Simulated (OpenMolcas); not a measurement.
# Si4H10 (SMILES [SiH3][SiH]([SiH3])[SiH3]) at 6 levels

We compute a comparison of 6 runs (HF/6-31G*, B3LYP/6-31G*, BHLYP/6-31G*, BLYP/6-31G*, MP2/6-31G*, CCSD(T)/6-31G*) of Si4H10. 

Program for the calculation: OpenMolcas 26.06.

1 further run of the same task is left out (set aside as unsound or not needed).

### Step 1. The molecule

The species is Si4H10 (14 atoms), meant as a singlet with charge 0. As SMILES, `[SiH3][SiH]([SiH3])[SiH3]`. Geometry: relaxed at PBE0-D4/def2-TZVP.

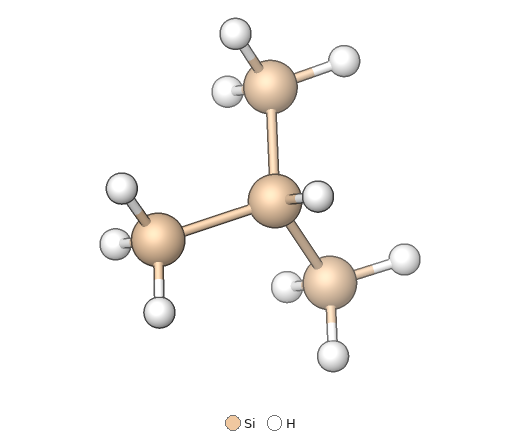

Viewed from a chosen angle; silicon light orange, hydrogen white.

### Step 2. Energy and gradient at HF/6-31G(d) (spherical functions) (run 1)

run.input reads:

```
* H10Si4 Hartree-Fock
>>> EXPORT MOLCAS_PRINT=2

&GATEWAY
 BasLib = $CurrDir
 Coord
 14
 bohr
 Si    -2.99823947     0.84994212    -2.77453369
 Si    -0.82713312    -0.06296567     0.96198398
 Si     2.12405216     3.12020239     1.77840236
 Si     1.24729483    -3.94181752     0.56215573
 H     -4.89212299    -1.14882120    -3.34243419
 H     -4.32276741     3.32227081    -2.58081787
 H     -1.16339099     0.97859467    -4.90117478
 H     -2.66360677    -0.20250305     3.09788473
 H      3.95143622     3.25467530    -0.35426696
 H      3.54382230     2.58221626     4.14466072
 H      0.85534674     5.61624715     2.03238155
 H      2.65417703    -4.56841291     2.91426004
 H      3.07789143    -3.79485352    -1.56692311
 H     -0.58675996    -6.00475594     0.02844038
 Basis = 6-31Gs
 Group = NoSym

&SEWARD

&SCF
 Thresholds = 1e-10 1e-07 1e-07 1e-05
 PrOrbitals = 1 2

&ALASKA
```

The basis set 6-31G* is read from a file made from the Basis Set Exchange's data (not shown).

The run is started by

```bash
export MOLCAS_MEM=1860
pymolcas run.input > run.log
```

The log of the run:

```text
--- Start Module: gateway ---
[...]
--- Stop Module: gateway /rc=_RC_ALL_IS_WELL_ ---
[...]
      Basis functions           92
[...]
--- Start Module: scf ---
[...]
       Convergence after  11 Iterations
[...]
::    Total SCF energy                              -1161.4636143776
[...]
      Total spin, S                                     0.0000000000
[...]
      Total electronic charge=   66.000000
      Total            charge=   -0.000000
[...]
      Dipole Moment (debye):
      Origin of the operator (angstrom)=   -0.0531   -0.0041    0.0618
                   X= -1.0912E-01               Y= -8.3868E-03               Z=  1.2691E-01           Total=  1.6758E-01
      Quadrupole Moment (debye*angstrom):
[...]
--- Stop Module: scf /rc=_RC_ALL_IS_WELL_ ---
[...]
--- Start Module: alaska ---
[...]
 *              Molecular gradients               *
 **************************************************
  Irreducible representation: a
 ------------------------------------------------------------------------------------------
                              X                       Y                       Z
 ------------------------------------------------------------------------------------------
  SI1               5.15386507014526E-03   -1.79796480724148E-03    6.72809386808204E-03
  SI2               4.57105941743929E-03    3.48422893589106E-04   -5.31136239596286E-03
  SI3              -5.25182698599380E-03   -6.41077149061431E-03   -2.52313194205023E-03
  SI4              -3.47303033082103E-03    7.93487877416688E-03   -5.81798297022984E-05
  H5               -2.52552147244689E-03   -2.86967371837799E-03   -3.73075111400833E-04
  H6               -1.72687862117771E-03    3.35697333186857E-03    6.87178927743962E-04
  H7                2.73124879647657E-03    6.81187078865886E-05   -2.45276781414283E-03
  H8               -2.27628021585247E-03   -1.72064108428460E-04    2.64900180686878E-03
[...]
--- Stop Module: alaska /rc=_RC_ALL_IS_WELL_ ---
[...]
```

Run time: 20 s. Hardware: 1 thread of Intel Xeon Platinum 8259CL at 2.50GHz (Skylake/Cascade Lake), shared host; peak memory 0.51 GiB.

### Step 3. Energy and gradient at B3LYP/6-31G(d) (spherical functions) (run 2)

run.input reads:

```
* H10Si4 Kohn-Sham DFT
>>> EXPORT MOLCAS_PRINT=2
&gateway
baslib=$CurrDir
coord
14
angstrom
Si      -1.586600       0.449770      -1.468220
Si      -0.437700      -0.033320       0.509060
Si       1.124000       1.651140       0.941090
Si       0.660040      -2.085920       0.297480
H       -2.588800      -0.607930      -1.768740
H       -2.287510       1.758070      -1.365710
H       -0.615640       0.517850      -2.593590
H       -1.409520      -0.107160       1.639330
H        2.091010       1.722300      -0.187470
H        1.875310       1.366450       2.193260
H        0.452630       2.971990       1.075490
H        1.404530      -2.417500       1.542160
H        1.628750      -2.008150      -0.829180
H       -0.310500      -3.177580       0.015050
basis=6-31Gs
group=NoSym
&seward
gridinput
Grid=UltraFine
End of Grid
&scf
ksdft=B3LYP
thresholds=1e-10 1e-07 1e-07 1e-05
prorbitals=1 2
&alaska
```

The basis set 6-31G* is read from a file made from the Basis Set Exchange's data (not shown).

The run is started by

```bash
export MOLCAS_MEM=1860
pymolcas run.input > run.log
```

The log of the run:

```text
--- Start Module: gateway ---
[...]
--- Stop Module: gateway /rc=_RC_ALL_IS_WELL_ ---
[...]
      Basis functions           92
[...]
--- Start Module: scf ---
[...]
       Convergence after  12 Iterations
[...]
::    Total KS-DFT energy                           -1163.9767346652
[...]
      Total spin, S                                     0.0000000000
[...]
      Total electronic charge=   66.000000
      Total            charge=   -0.000000
[...]
      Dipole Moment (debye):
      Origin of the operator (angstrom)=   -0.0531   -0.0041    0.0618
                   X= -9.1861E-02               Y= -7.0697E-03               Z=  1.0683E-01           Total=  1.4107E-01
      Quadrupole Moment (debye*angstrom):
[...]
--- Stop Module: scf /rc=_RC_ALL_IS_WELL_ ---
[...]
--- Start Module: alaska ---
[...]
 *              Molecular gradients               *
 **************************************************
  Irreducible representation: a
 ------------------------------------------------------------------------------------------
                              X                       Y                       Z
 ------------------------------------------------------------------------------------------
  SI1               1.60786481818498E-03   -4.34131459650988E-04    1.36101052856041E-03
  SI2               1.05180664596194E-03    7.16210739060141E-05   -1.22379492993918E-03
  SI3              -1.03319727215556E-03   -1.60210767113256E-03   -9.89982971425718E-04
  SI4              -5.76442929239640E-04    2.03991941430814E-03   -3.66049070808283E-04
  H5                5.78347347121255E-04    1.19079187411497E-04    6.72813977554032E-04
  H6                5.11096673962541E-04   -4.69688090658060E-04    5.72180107369952E-04
  H7                1.38660443982808E-04   -1.60417186125306E-04    8.26564008300501E-04
  H8                5.11712788464624E-04    3.93375494727177E-05   -5.93390031778718E-04
[...]
--- Stop Module: alaska /rc=_RC_ALL_IS_WELL_ ---
[...]
```

Wall time 85 s (1 thread of Intel Xeon Platinum 8259CL at 2.50GHz (Skylake/Cascade Lake), shared host); peak memory 0.51 GiB.

### Step 4. Energy and forces at BHLYP/6-31G(d) (spherical functions) (run 3)

mol.inp reads:

```
>>> EXPORT MOLCAS_PRINT=2

&GATEWAY
  BASLIB=$CurrDir
  COORD
  14
  bohr
  Si    -2.99823947     0.84994212    -2.77453369
  Si    -0.82713312    -0.06296567     0.96198398
  Si     2.12405216     3.12020239     1.77840236
  Si     1.24729483    -3.94181752     0.56215573
  H     -4.89212299    -1.14882120    -3.34243419
  H     -4.32276741     3.32227081    -2.58081787
  H     -1.16339099     0.97859467    -4.90117478
  H     -2.66360677    -0.20250305     3.09788473
  H      3.95143622     3.25467530    -0.35426696
  H      3.54382230     2.58221626     4.14466072
  H      0.85534674     5.61624715     2.03238155
  H      2.65417703    -4.56841291     2.91426004
  H      3.07789143    -3.79485352    -1.56692311
  H     -0.58675996    -6.00475594     0.02844038
  BASIS=6-31Gs
  GROUP=NoSym

&SEWARD
  GRIDINPUT
  Grid=UltraFine
  End of Grid

&SCF
  KSDFT=HYB_GGA_XC_BHANDHLYP
  THRESHOLDS=1e-10 1e-07 1e-07 1e-05
  PRORBITALS=1 2

&ALASKA
```

The basis set 6-31G* is read from a file made from the Basis Set Exchange's data (not shown).

The run is started by

```bash
export MOLCAS_MEM=1860
pymolcas mol.inp > mol.log
```

The log of the run:

```text
--- Start Module: gateway ---
[...]
--- Stop Module: gateway /rc=_RC_ALL_IS_WELL_ ---
[...]
      Basis functions           92
[...]
--- Start Module: scf ---
[...]
       Convergence after  12 Iterations
[...]
::    Total KS-DFT energy                           -1163.8832768242
[...]
      Total spin, S                                     0.0000000000
[...]
      Total electronic charge=   66.000000
      Total            charge=   -0.000000
[...]
      Dipole Moment (debye):
      Origin of the operator (angstrom)=   -0.0531   -0.0041    0.0618
                   X= -9.8066E-02               Y= -7.5441E-03               Z=  1.1405E-01           Total=  1.5061E-01
      Quadrupole Moment (debye*angstrom):
[...]
--- Stop Module: scf /rc=_RC_ALL_IS_WELL_ ---
[...]
--- Start Module: alaska ---
[...]
 *              Molecular gradients               *
 **************************************************
  Irreducible representation: a
 ------------------------------------------------------------------------------------------
                              X                       Y                       Z
 ------------------------------------------------------------------------------------------
  SI1               2.60715422218105E-03   -8.61656592356486E-04    3.12469786058678E-03
  SI2               2.17096169553255E-03    1.59887099355549E-04   -2.52332837826863E-03
  SI3              -2.42710410878644E-03   -3.09156897608887E-03   -1.35377438216810E-03
  SI4              -1.56240967152232E-03    3.84947690621651E-03   -1.62244369837306E-04
  H5               -2.24108093219977E-03   -2.67911253299724E-03   -2.87313093505714E-04
  H6               -1.49958236762826E-03    3.08594563814513E-03    6.94039138249045E-04
  H7                2.61444540241529E-03    5.26981151199868E-05   -2.27382878200366E-03
  H8               -2.15213020366800E-03   -1.62906082496861E-04    2.50482066440050E-03
[...]
--- Stop Module: alaska /rc=_RC_ALL_IS_WELL_ ---
[...]
```

It took 84 s on 1 thread of Intel Xeon Platinum 8259CL at 2.50GHz (Skylake/Cascade Lake), shared host; peak memory 0.51 GiB.

Runs 4 to 5 aren't shown in full; the table further down has their settings and results.

### Step 5. The energy at CCSD(T)/6-31G(d) (spherical functions) (run 6)

run.inp reads:

```
>>> EXPORT MOLCAS_PRINT=2

&GATEWAY
  BasLib=$CurrDir
  Coord
  14
  angstrom
  Si      -1.586600       0.449770      -1.468220
  Si      -0.437700      -0.033320       0.509060
  Si       1.124000       1.651140       0.941090
  Si       0.660040      -2.085920       0.297480
  H       -2.588800      -0.607930      -1.768740
  H       -2.287510       1.758070      -1.365710
  H       -0.615640       0.517850      -2.593590
  H       -1.409520      -0.107160       1.639330
  H        2.091010       1.722300      -0.187470
  H        1.875310       1.366450       2.193260
  H        0.452630       2.971990       1.075490
  H        1.404530      -2.417500       1.542160
  H        1.628750      -2.008150      -0.829180
  H       -0.310500      -3.177580       0.015050
  Basis=6-31Gs
  Group=NoSym

&SEWARD

&SCF
  Thresholds=1e-10 1e-07 1e-07 1e-05
  PrOrbitals=1 1

&RASSCF
  FileOrb=$Project.ScfOrb
  Spin=1
  Nactel=0 0 0
  Inactive=33
  Ras2=0
  OutOrbitals=Canonical
  OrbListing=Nothing

&MOTRA
  JobIph
  Frozen=20

&CCSDT
  CCT
  Triples=2
  Iterations=80
  Accuracy=1e-08
  Extrapolation=5 4
```

The basis set 6-31G* is read from a file made from the Basis Set Exchange's data (not shown).

The run is started by

```bash
export MOLCAS_MEM=1860
pymolcas run.inp > run.log
```

The log of the run:

```text
--- Start Module: gateway ---
[...]
--- Stop Module: gateway /rc=_RC_ALL_IS_WELL_ ---
[...]
      Basis functions           92
[...]
       Convergence after  11 Iterations
[...]
::    Total SCF energy                              -1161.4636143777
[...]
      Total spin, S                                     0.0000000000
[...]
      Number of active orbitals                  0
[...]
      Spin quantum number                      0.0
[...]
      Active orbitals                            0
[...]
      Number of CSFs                             1
[...]
      Number of root(s) required                 1
[...]
      Convergence after  4 iterations
[...]
      Natural orbitals and occupation numbers for root  1
      ************************************************************************************************************************
      *                                                    Final results                                                     *
      ************************************************************************************************************************
[...]
::    RASSCF root number  1 Total energy:  -1161.46361438
[...]
      Total electronic charge=   66.000000
      Total            charge=   -0.000000
[...]
      Dipole Moment (debye):
      Origin of the operator (angstrom)=   -0.0531   -0.0041    0.0618
                   X= -1.0912E-01               Y= -8.3868E-03               Z=  1.2691E-01           Total=  1.6758E-01
      Quadrupole Moment (debye*angstrom):
[...]
--- Start Module: motra ---
[...]
      *** WARNING: Default frozen orbitals is overwritten by user input.
      *** Default values:   8
[...]
--- Stop Module: motra /rc=_RC_ALL_IS_WELL_ ---
[...]
--- Start Module: ccsdt ---
[...]
      Convergence after                    15  Iterations
      Total energy (diff) :   -1161.86050033      -0.00000001
[...]
 METHOD                       : CCSD+T(CCSD)+<T3(1)WT1> = CCSD(T)
[...]
       CCSD     =     -1161.8605003303301
[...]
--- Stop Module: ccsdt /rc=_RC_ALL_IS_WELL_ ---
[...]
```

Wall time 72 s (1 thread of Intel Xeon Platinum 8259CL at 2.50GHz (Skylake/Cascade Lake), shared host); peak memory 0.51 GiB.

### Step 6. The series

```csv
run,level,integration grid,task,energy (Eh),dipole moment (D) of the reference,HOMO energy (eV),LUMO energy (eV),wall time
1,HF/6-31G* (spherical functions),–,gradient,-1161.463614,0.17,-10.46,3.17,20 s
2,B3LYP/6-31G* (spherical functions),UltraFine,gradient,-1163.976735,0.14,-7.73,-0.07,85 s
3,BHLYP/6-31G* (spherical functions),UltraFine,gradient,-1163.883277,0.15,-8.91,0.98,84 s
4,BLYP/6-31G* (spherical functions),UltraFine,gradient,-1163.833867,0.14,-6.69,-0.52,87 s
5,MP2/6-31G* (spherical functions),–,energy,-1161.782716,0.17,-10.46,3.17,12 s
6,CCSD(T)/6-31G* (spherical functions),–,energy,-1161.872157,0.17,-10.46,3.17,72 s
```

### Step 7. What came out

| quantity | value |
| --- | --- |
| run 6: total energy | -1161.87216 Eh |
| run 6: dipole moment (mean-field density) | 0.17 D |
| run 6: HOMO energy (Hartree–Fock orbitals) | -10.46 eV |
| run 6: LUMO energy (Hartree–Fock orbitals) | 3.17 eV |
| run 6: HOMO–LUMO gap (Hartree–Fock orbitals) | 13.63 eV |
| run 6: correlation energy (20 core orbitals frozen) | -408.5 mEh |
| run 6: (T) correction | -11.66 mEh |

**Reading.** Below the HF energy at the same shape and in the same basis (6-31G*): MP2 -319.1 mEh; CCSD(T) -408.5 mEh. Over runs 1, 2, 3, 4 the dipole moment (its size) runs from 0.14 D (B3LYP/6-31G*) to 0.17 D (HF/6-31G*). Over runs 1, 2, 3, 4 the HOMO–LUMO gap runs from 6.17 eV (BLYP/6-31G*) to 13.63 eV (HF/6-31G*). Exact exchange widens orbital gaps. Totals of different functionals can't be ranked against each other. All runs together took 6 min, the longest 87 s.
